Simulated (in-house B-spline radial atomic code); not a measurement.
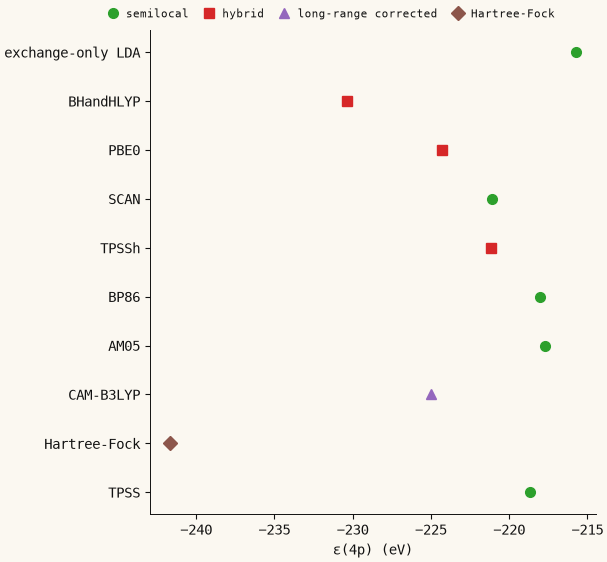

System: the iodine ion I⁷⁺, configuration [Kr] 4d10. All runs are scalar-relativistic, spin-polarised and spherical, computed with an in-house B-spline radial code (spin-free X2C). Hartree-Fock is the average over the configuration. The plot shows the eigenvalue (eV) of the 4p orbital by 10 methods.

Question: Rank the methods.

Answer: The deepest is Hartree-Fock (−242) and the shallowest exchange-only LDA (−216), a spread of 25.9 eV. In order (eV): Hartree-Fock (−242), BHandHLYP (−230), CAM-B3LYP (−225), PBE0 (−224), TPSSh (−221), SCAN (−221), TPSS (−219), BP86 (−218), AM05 (−218), exchange-only LDA (−216). On the whole, exact exchange removes self-interaction and deepens occupied levels.
